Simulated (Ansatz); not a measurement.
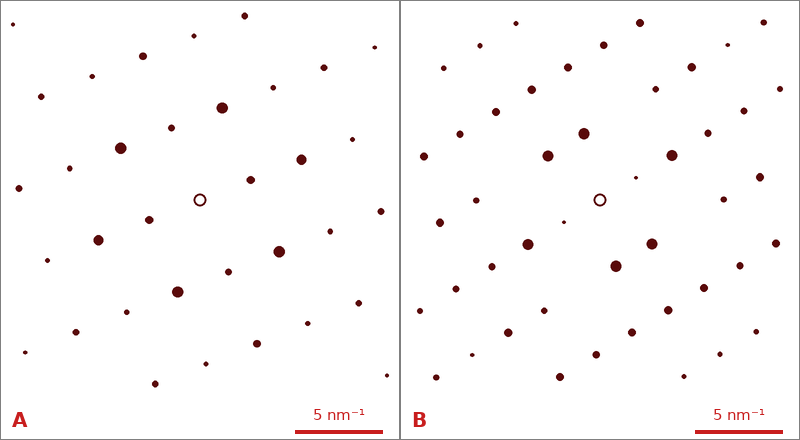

Kinematic electron diffraction patterns (120 kV, B = 0.5 Å², same scale, each along a low-index zone) of two structures of composition TiB3, each relaxed at zero pressure with DFT PBE, scalar-relativistic, plane waves, PAW (Ansatz 0.2.0). The runs are not spin-polarised.

The structures (standard cells):
1. Pm-3m (No. 221), a = 3.182 Å, 4 atoms; generated start, possibly hypothetical
2. P6_3/mmc (No. 194), a = 4.749 Å, c = 3.256 Å (hexagonal axes), 8 atoms; generated start, possibly hypothetical

Which pattern belongs to which structure, and along which zone?

Answer. A is structure 1 along [110] or an equivalent direction: rectangular net of 0 0 1 at d = 3.18 Å and 1 -1 0 at d = 2.25 Å, 90.0° apart. B is structure 2 along [101] or an equivalent direction: centred rectangular net of 0 1 0 (weak) at d = 4.11 Å and 1 0 -1 at d = 2.55 Å, 71.9° apart (some points of this net are extinct or too weak to see).

Which structure lies lowest at this level of theory, and by how much?

Answer. Structure 2 (P6_3/mmc, 7.95 Å³ an atom) is the lowest of these; structure 1 (Pm-3m, 8.05 Å³ an atom) lies about 520 meV an atom higher. These are static energies at 0 K; other structures, not shown, may lie lower still.
